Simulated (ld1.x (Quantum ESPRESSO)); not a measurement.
Argon, ultrasoft, made with ld1.x (Quantum ESPRESSO) 7.5 (BLYP, fully relativistic). Core [Ne], reference 3s2 3p5 (charge +1). Waves: 3s (bound): rcut 1.00, rcutus 1.05 bohr; 3s channel at 2.25 Ry: rcut 1.00, rcutus 1.05 bohr; 3p (bound): rcut 0.85, rcutus 1.15 bohr; 3p channel at -0.75 Ry: rcut 0.85, rcutus 1.15 bohr; 3d channel at 0.45 Ry: rcut 0.60, rcutus 0.80 bohr; 3d channel at 1.35 Ry: rcut 0.60, rcutus 0.80 bohr. Local part: all-electron potential smoothed inside 0.95 bohr (lloc = -1). Core correction: a·sin(br)/r model core inside 0.55 bohr. Augmentation charge: PSQ, inside the norm-conserving radii.

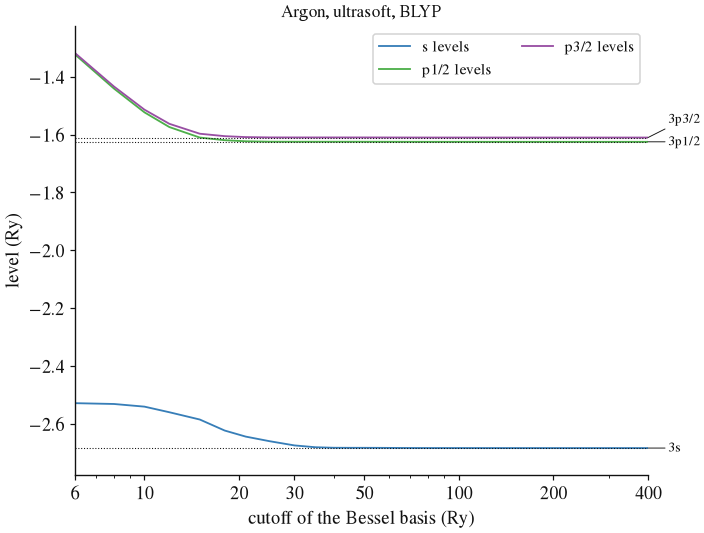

The pseudo-atom Hamiltonian at the reference potential is diagonalised in spherical Bessel functions (20 bohr box) up to the cutoff. Curves: the lowest levels of each channel that holds a bound state. Dotted lines: the all-electron valence levels.

**Does every curve settle on an all-electron level?**

No ghost state below the valence levels in the s, p1/2, p3/2, d3/2, d5/2, f channels. The curves of the valence states settle on the dotted lines.

**Read the all-electron valence levels.**

3s: -2.68 Ry; 3p1/2: -1.62 Ry; 3p3/2: -1.61 Ry.
